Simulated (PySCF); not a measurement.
Consider CH$_{9}$O$_{2}$Si$_{3}$ (doublet).

```xyz
15

O    -1.9177   -1.7140   -1.0658
C    -1.9518   -1.0702    0.1289
Si   -0.4762   -0.1964    0.8184
Si   -0.4681    2.1172    0.8522
O     0.6621   -0.7018   -0.2635
Si    2.1223   -0.7199   -0.9498
H    -0.9945   -1.7544   -1.3516
H    -2.9621   -0.9818    0.4977
H    -0.0715   -0.8117    2.0957
H    -1.4313    2.6006    1.8480
H    -0.8314    2.7449   -0.4250
H     0.8333    2.6924    1.2204
H     2.5131    0.6618   -1.2256
H     3.0535   -1.3652   -0.0281
H     1.9160   -1.4934   -2.1739
```

Geometry: GFN2-xTB.

These are results of PySCF 2.14.0, density-fitted response routines, UKS B3LYP, pcH-1 on C H O Si, non-relativistic, mean-field spin-orbit, GIAO, not measurements.

> Predict the electron density, electron localisation function and spin density between the atoms.

C–O (1.36 Å): ρ is about 2.3 e/Å³ halfway; the ELF peaks at about 0.90 between the atoms, as expected for a shared but strongly polarised pair.
Si–O (1.61 Å): the density is about 1.2 e/Å³ at the midpoint; the ELF peaks at about 0.85 between the atoms (a short, strongly polar bond).
C–Si (1.85 Å): the density is about 0.99 e/Å³ at the midpoint; the ELF peaks at about 0.95 between the atoms, as expected for a covalent bond.
O–H (0.97 Å): the density is about 3.8 e/Å³ at the midpoint; the ELF climbs to about 1 towards the hydrogen, as it does in any bond to H: a covalent bond by its length.
The unpaired spin (1 electron) lies mostly on C2 (about 0.6), O1 (about 0.2) and Si3 (about 0.1), in electrons by Hirshfeld's partition.

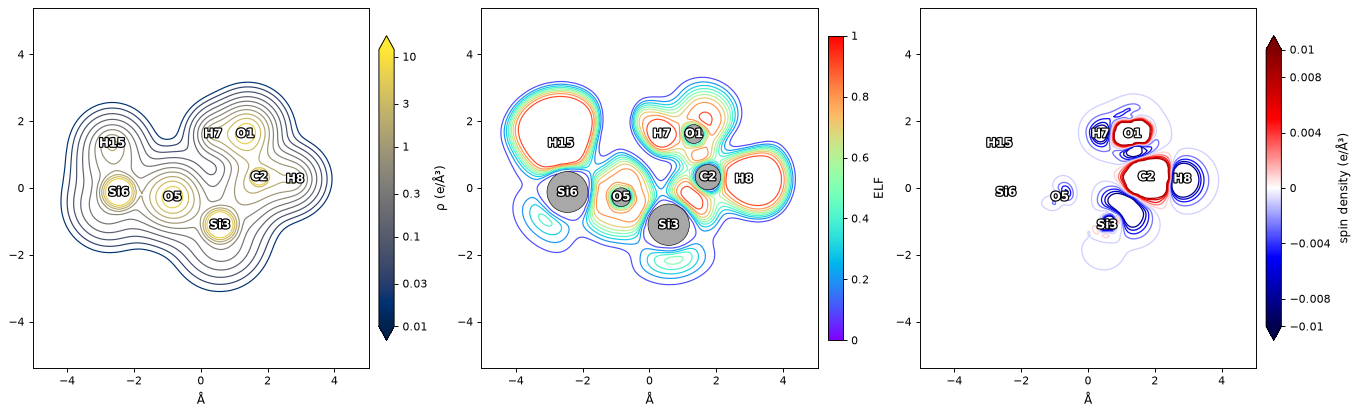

Computed electron density, electron localisation function and spin density on the plane of atoms O5, Si6 and H15, in this order. Grey discs cover the atomic cores in the ELF map. 
